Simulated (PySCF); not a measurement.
# [NO2]+ (SMILES O=[N+]=O): CCSDT/STO-6G

What is the energy change on altering one bond length of [NO2]+ at CCSDT/STO-6G? The job is set up through a Python script.

The results are computed with PySCF 2.14.0.

8 further runs of the same task are left out: 8 set aside as unsound or not needed.

## Step 1: The molecule

The species is [NO2]+ (3 atoms), meant as a singlet with charge +1. SMILES: `O=[N+]=O`. The shape is that of a GFN2-xTB optimisation.

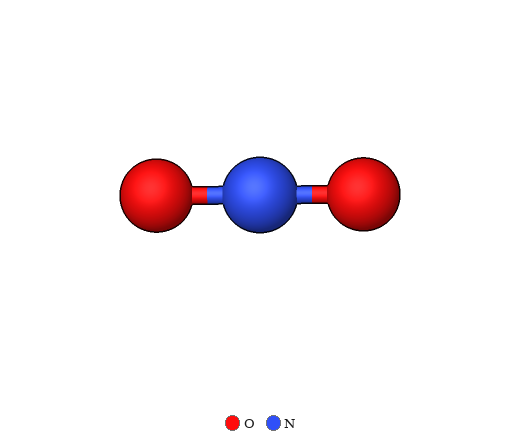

Viewed from a chosen angle; oxygen red, nitrogen blue.

## Step 2: The energy at CCSDT/STO-6G

run.py reads:

```python
from pyscf import gto, cc

mol = gto.M(
    atom='''
O     -0.563200     0.911190    -0.206000
N     -0.000010    -0.000010     0.000000
O      0.563210    -0.911180     0.206000
''',
    basis='sto-6g',
    spin=0,
    charge=1,
    verbose=3,
    max_memory=1860,
)

mf = mol.RHF()
mf.conv_tol = 1e-10
mf.kernel()
if not mf.converged:
    mf = mf.newton().run(mf.mo_coeff, mf.mo_occ)

mycc = cc.CCSDT(mf, frozen=3)
mycc.kernel()
energy = mycc.e_tot
print('E(%s) = %.9f' % ('CCSDT', energy))
```

Command:

```sh
OMP_NUM_THREADS=1 python run.py
```

Output:

```text
converged SCF energy = -202.830142868755
_make_eris_incore_RCCSDT

WARN: A large `blksize` is being used, which may cause large memory consumption
      for storing contraction intermediates. If memory is sufficient, consider using
      `pyscf.cc.rccsdt_highm.RCCSDT` instead.

RCCSDT converged
E(RCCSDT) = -203.0955273038662   E_corr = -0.2653844351113445
E_corr(same-spin) = -0.0609194481772204
E_corr(oppo-spin) = -0.204464986934124
E(CCSDT) = -203.095527304
```

It took 0.97 s on 1 thread of Arm Neoverse V2, shared host; peak memory 0.12 GiB.

## Step 3: The distorted shape at the same level

input.xyz reads:

```xyz
3
NO2
O     -1.013790     1.640149    -0.370805
N     -0.450600     0.728949    -0.164805
O      0.563210    -0.911180     0.206000
```

input.py reads:

```python
from pyscf import gto, cc

mol = gto.Mole()
mol.atom = 'input.xyz'
mol.verbose = 3
mol.basis = 'sto-6g'
mol.max_memory = 1860
mol.charge = 1
mol.build()

mf = mol.RHF()
mf.conv_tol = 1e-10
mf.kernel()
if not mf.converged:
    mf = mf.newton().run(mf.mo_coeff, mf.mo_occ)

mycc = cc.CCSDT(mf, frozen=3)
mycc.kernel()
e_final = mycc.e_tot
print('E(%s) = %.9f' % ('CCSDT', e_final))
```

Command:

```sh
OMP_NUM_THREADS=1 python input.py
```

Output:

```text
converged SCF energy = -202.79216549784
_make_eris_incore_RCCSDT

WARN: A large `blksize` is being used, which may cause large memory consumption
      for storing contraction intermediates. If memory is sufficient, consider using
      `pyscf.cc.rccsdt_highm.RCCSDT` instead.

RCCSDT converged
E(RCCSDT) = -203.0184807751174   E_corr = -0.2263152772777776
E_corr(same-spin) = -0.0413216660459084
E_corr(oppo-spin) = -0.184993611231869
E(CCSDT) = -203.018480775
```

Run time: 1.5 s. Hardware: 1 thread of Arm Neoverse V2, shared host; peak memory 0.12 GiB.

## Step 4: Summary of results

At CCSDT/STO-6G, 3 core orbitals frozen:

| quantity | value |
| --- | --- |
| first shape: total energy | -203.09553 Eh |
| first shape: HOMO energy (Hartree–Fock orbitals) | -24.27 eV |
| first shape: LUMO energy (Hartree–Fock orbitals) | -6.07 eV |
| first shape: HOMO–LUMO gap (Hartree–Fock orbitals) | 18.20 eV |
| first shape: correlation energy (3 core orbitals frozen) | -265.4 mEh |
| first shape: T1 diagnostic | 0.017 |
| distorted shape: total energy | -203.01848 Eh |
| distorted shape: HOMO energy (Hartree–Fock orbitals) | -18.05 eV |
| distorted shape: LUMO energy (Hartree–Fock orbitals) | -8.17 eV |
| distorted shape: HOMO–LUMO gap (Hartree–Fock orbitals) | 9.88 eV |
| distorted shape: correlation energy (3 core orbitals frozen) | -226.3 mEh |
| distorted shape: T1 diagnostic | 0.038 |
| energy change with the N2–O3 bond stretched from 1.091 to 1.963 Å | 2.097 eV |

What this shows: With the N2–O3 bond stretched from 1.091 to 1.963 Å the energy rises by 2.10 eV (48 kcal/mol). The first shape isn't relaxed at this level, so the change isn't measured from a minimum. The minimal basis adds a large error of its own. The T1 diagnostic (distorted shape) of 0.038 is above the customary mark for such species, so a single reference may not serve.
